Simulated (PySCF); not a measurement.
Sn(F)2(OH)(NH2), H₃F₂NOSn, SMILES [NH2][Sn]([OH])([F])[F] at its PBE0/def2-SVP optimised geometry (Å):

```
8

N     -1.2305     0.5697     0.0000
Sn    -0.4372    -1.2654     0.0000
O     -1.1197    -2.3178     1.4987
F      1.4919    -1.2654     0.0000
F     -0.8111    -2.2113    -1.6313
H     -1.4919     0.8664     0.9391
H     -0.6021     1.2654    -0.3985
H     -0.9264    -3.2586     1.3992
```

Level of theory: PBE0/def2-TZVP, def2 effective core potentials past Kr (PySCF). The core electrons that the potentials of Sn replace are not part of the density. Cells within 0.4 Å of a nucleus heavier than hydrogen are left out (blank, or x).

Map of the electrostatic potential (hartree/e), clipped to [-0.08, 0.12] on the plane z = 0.0 Å:

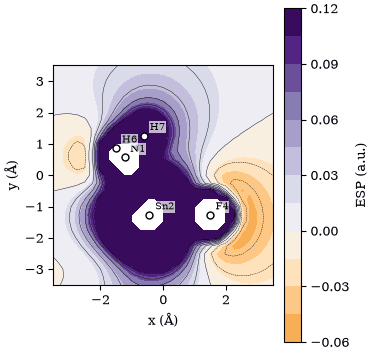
Electrostatic potential (hartree/e), clipped to [-0.08, 0.12] on the plane z = 0.0 Å.
